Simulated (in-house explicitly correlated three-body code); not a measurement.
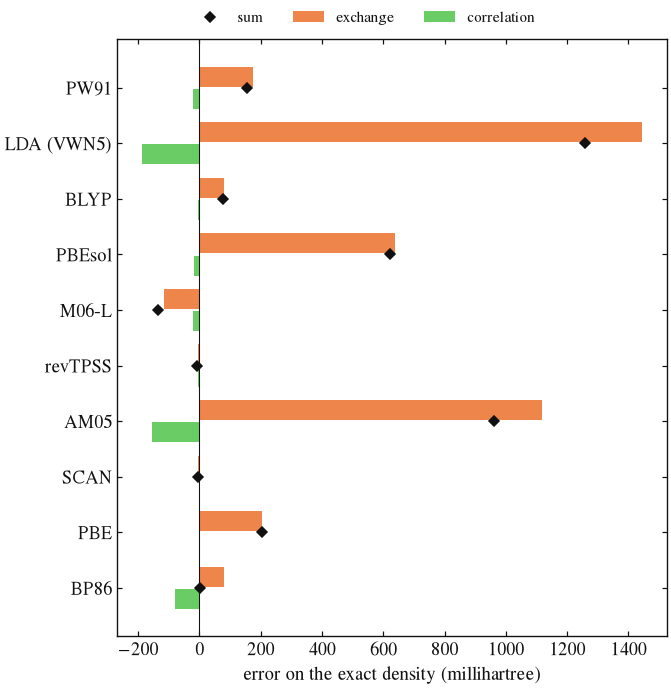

Two electrons around a point charge Z = 16.637. Computed variationally in 260 exponentially correlated functions with an in-house code, non-relativistic, converged to about 10⁻⁸ of the energy. The exact exchange and correlation energies are −10180 and −46.06 millihartree. The plot shows the errors of AM05, BLYP, BP86, LDA (VWN5), M06-L, PBE, PBEsol, PW91, SCAN and revTPSS, evaluated on the exact density.

### Which functional is best in the sum, and where do errors cancel?

By the size of the summed error (millihartree): SCAN −2.7, BP86 +3.5, revTPSS −7.9, BLYP +78, M06-L −136, PW91 +155, PBE +203, PBEsol +622, AM05 +962, LDA (VWN5) +1260. Errors of exchange and correlation cancel by a quarter or more for SCAN (−3.9 and +1.2) and BP86 (+82 and −78).
